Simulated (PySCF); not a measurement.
Vertical excitations of a molecule C2H10N2OSi from TDA-M06-2X/def2-SVPD in PySCF 2.14.0, as energy in eV (oscillator strength): 6.43 (0.010), 6.82 (0.071), 7.52 (0.005), 7.68 (0.001), 7.82 (0.011), 7.96 (0.004). Lowest triplet (TDA): 6.23 eV. Coordinates come from a r2SCAN-D4/def2-SVP optimisation. Other conformers were not sampled.

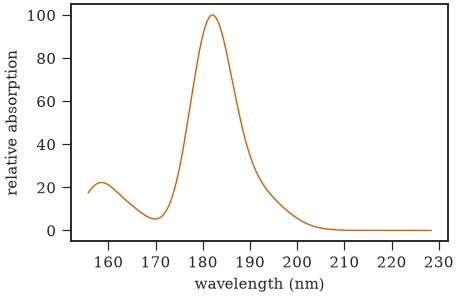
Fig. 1. The lines broadened by 0.4 eV.

Pick the molecule that these values belong to.
A. CNC[Si@@H](N)O
B. CCO[SiH](N)N
C. C[C@@H](N)[Si@H](N)O
D. CO[Si](C)(N)N

C, C[C@@H](N)[Si@H](N)O
